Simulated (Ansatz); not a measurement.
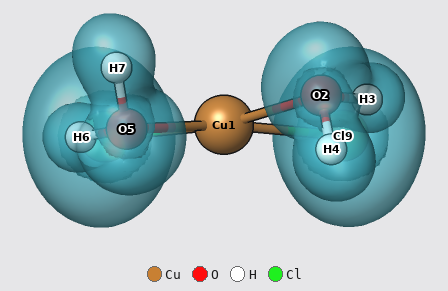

Figure 1: Cl2CuH4O2 (cis-Cu(H2O)2Cl2) (doublet). Isosurface of the ELF at 0.75 (cyan), seen from one side. Core shells and regions of very low density are left out.

Geometry: PBE-D4/def2-SVP; not at a stationary point (largest force 1.0 eV/Å).

Computed with UKS PBE0-D4/def2-TZVP in Ansatz.

```xyz
9

Cu   -0.3910   -0.4630    0.1695
O     1.5717   -0.3559   -0.5498
H     1.6249   -1.3476   -0.4174
H     2.1419    0.0133    0.1549
O    -0.4998    1.6256    0.0852
H    -1.4630    1.5394    0.3470
H    -0.5279    1.8982   -0.8545
Cl   -2.5625   -0.2921    0.6328
Cl    0.1056   -2.6179    0.4322
```

What do the ELF domains correspond to?

The ELF exceeds this value in two regions wrapped around Cl (the valence shell of each) and two joined regions spread over several atoms (H, O), in which their bonds and any lone pairs are merged.

Values along the shortest contacts:
Cu–O (2.09 Å): the ELF peaks at about 0.90 in the valence shell of O, 0.6 Å from its nucleus, and is about 0.15 at the midpoint. Cu–Cl (2.23 Å): the ELF peaks at about 0.80 in the valence shell of Cl, 0.9 Å from its nucleus, and is about 0.45 at the midpoint.
